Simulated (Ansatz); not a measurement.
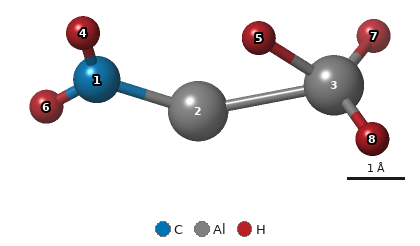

Fig. 1: The structure as given in the input (ball-and-stick view, seen at a tilt; atoms are numbered from 1 in the order of the input). Sticks mark near contacts. Bond lengths as drawn: Al–Al 2.48 Å, Al–C 1.93 Å, Al–H 1.58 to 1.71 Å and C–H 1.09 Å.

**Single-point calculation of CH₅Al₂**

CH₅Al₂, multiplicity 2, computed with UKS B3LYP-D4/def2-TZVPP (Ansatz 0.2.0).

The geometry comes from this level: PBE0-D4/def2-TZVP.

**Input file**
```yaml
crystal:
  periodic: [false, false, false]
  atoms:
    - {symbol: C, position_ang: [-0.730044, 1.268246, -0.622369]}
    - {symbol: Al, position_ang: [0.019043, -0.509455, -0.511258]}
    - {symbol: Al, position_ang: [1.261856, -2.070037, 0.959170]}
    - {symbol: H, position_ang: [-0.677429, 2.015021, 0.168375]}
    - {symbol: H, position_ang: [0.790274, -0.467394, 1.337014]}
    - {symbol: H, position_ang: [-1.258782, 1.637975, -1.500151]}
    - {symbol: H, position_ang: [2.816225, -2.150074, 0.671698]}
    - {symbol: H, position_ang: [0.355670, -3.120902, 1.720287]}
basis:
  gaussian: {orbitals: def2-TZVPP}
magnetization: {spin_polarized: true, initial_magnetization: 1}
hamiltonian: {xc: {name: B3LYP}, dispersion: d4}
```

Launch command:
```bash
ansatz run in.yaml --threads 2 --pin off --events-out ev --progress --plain --max-ram 4352MiB
```

**What the program printed**
```
Functional definition: B3LYP
  name "B3LYP"
  cite "Stephens, Devlin, Chabalowski & Frisch, J. Phys. Chem. 98, 11623 (1994) doi:10.1021/j100096a001"
  cite "Becke, Phys. Rev. A 38, 3098 (1988) doi:10.1103/PhysRevA.38.3098"
  cite "Lee, Yang & Parr, Phys. Rev. B 37, 785 (1988) doi:10.1103/PhysRevB.37.785"
  cite "Vosko, Wilk & Nusair, Can. J. Phys. 58, 1200 (1980) doi:10.1139/p80-159"
  parameter a0 = 0.2
  parameter ax = 0.72
  parameter ac = 0.81
  exchange = (1 - a0 - ax)*slater_x + ax*b88_x + a0*exact_x
  correlation = (1 - ac)*vwn_rpa_c + ac*lyp_c
1061 factors; their error is unknown
mean field evaluation 1: about -14295.3055 eV, gradient 5.2e1 eV
mean field evaluation 2: about -14172.5581 eV, gradient 1.0e2 eV
mean field evaluation 4: about -14308.7057 eV, gradient 1.8e1 eV
mean field evaluation 8: about -14311.8057 eV, gradient 3.2e-1 eV
mean field evaluation 16: about -14311.8167 eV, gradient 7.0e-4 eV
mean field -14311.81665485 eV, -525.9495611678 hartree, gradient 3.8e-5 eV, S^2 0.753843; 2 other end points of the search recorded, 0 dependent functions left out
reference -14311.81693744 eV, -525.9495715530 hartree; 19, 18 occupied and 166, 167 virtual orbitals, 1061 factors
Total energy: -14312.03902687 eV, -525.9577331891 hartree
```

**Summary**

- outcome: converged
- total energy: −14312.0390 eV
- mean-field energy: −14311.8169 eV
- dispersion energy: −0.2221 eV
- ⟨S²⟩: 0.754
- SCF solution under orbital rotations: stable
- hardware: 2 threads of Arm Neoverse V1, 23 GiB of memory available, shared host
- wall time: 6 s (CPU time 11 s)
- peak memory: 0.43 GiB
